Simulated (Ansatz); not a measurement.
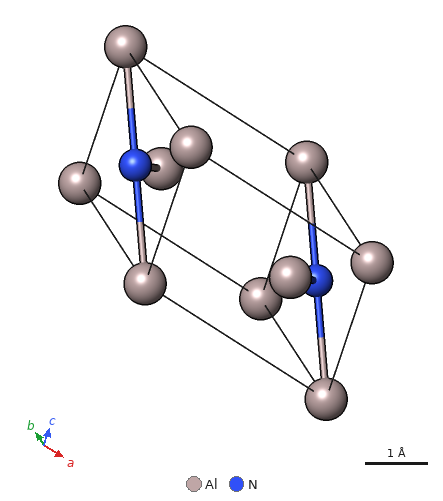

Drawn in the ball-and-stick manner and seen slightly off an axis. The edges of the simulation cell are marked.

Here is the input:
```yaml
crystal:
  lattice:
    - [-1.935627175, 1.8998055007, 4.2263425895]
    - [1.935627175, -1.8998055007, 4.2263425895]
    - [1.935627175, 1.8998055007, -4.2263425895]
  atoms:
    - { symbol: Al, position: [0.2244840624, 0.7244840624, 0.5] }
    - { symbol: Al, position: [0.7755159376, 0.2755159376, 0.5] }
    - { symbol: Al, position: [0.0, 0.0, 0.0] }
    - { symbol: "N", position: [0.0, 0.5, 0.5] }
basis:
  ecutwfc: 420
kpoints:
  mp_grid: { grid: [16, 16, 16] }
  band_path:
    path:
      - [[0.0, 0.0, 0.0], [0.5, 0.5, -0.5], [0.30051599, 0.69948401, -0.69948401]]
      - [[-0.30051599, 0.30051599, -0.30051599], [0.0, 0.0, 0.0], [-0.30243896, 0.30243896, 0.30243896]]
      - [[0.30243896, 0.69756104, -0.30243896], [0.5, 0.5, -0.5]]
      - [[0.0, 0.0, 0.0], [0.0, 0.5, -0.5], [-0.25, 0.75, -0.25], [0.0, 0.5, 0.0], [0.0, 0.0, 0.0], [-0.5, 0.5, 0.0], [-0.25, 0.75, -0.25]]
    npoints: 14
hamiltonian:
  xc: pbe
scf:
  occupations: { method: gaussian, width: 0.1 }
  n_extra_bands: 10
output:
  forces: true
  stress: true
  eigenvalues: true
  populations: true
  dos: { projected: true, de: 0.02, nscf_kmesh: { grid: [20, 20, 20] } }
  bader: true
  write_density: true
  write_potential: true
  elf: true
  volumetric_format: npy
```
Run as:
```sh
ansatz run input.yaml --threads 1 --pin off --max-ram 2560MiB --backend cpu --events-out ev --progress --plain --runs-dir out
```

All computed values are from DFT PBE, scalar-relativistic, plane waves, PAW in Ansatz 0.2.0. Settings: plane-wave cutoff 420 eV, a 16×16×16 k-point mesh, Gaussian smearing of 0.1 eV, no spin polarisation.

What are the atomic charges by Bader's partition?

Answer. Al +0.46 to +1.62 e; N -2.54 e.

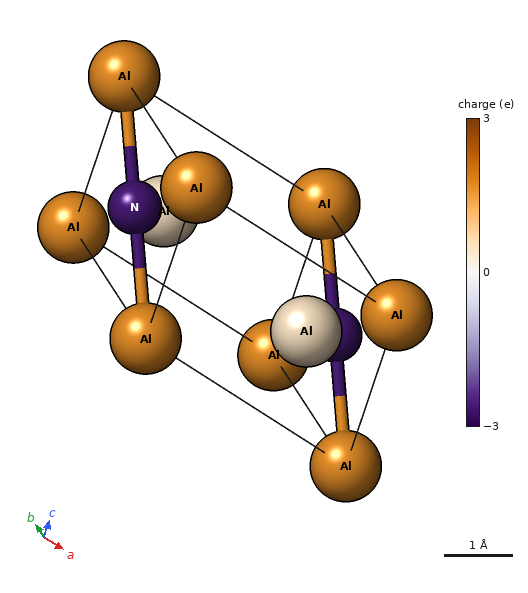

The atoms coloured by those charges.

The model was built from a random cell made by a generator, so it need not be a real form of the compound. Earlier steps of the study, as a rule a relaxation of our own, may have changed the cell and positions, so they can lie some per cent off the listed ones. Ansatz was used for an electronic-structure calculation on it.
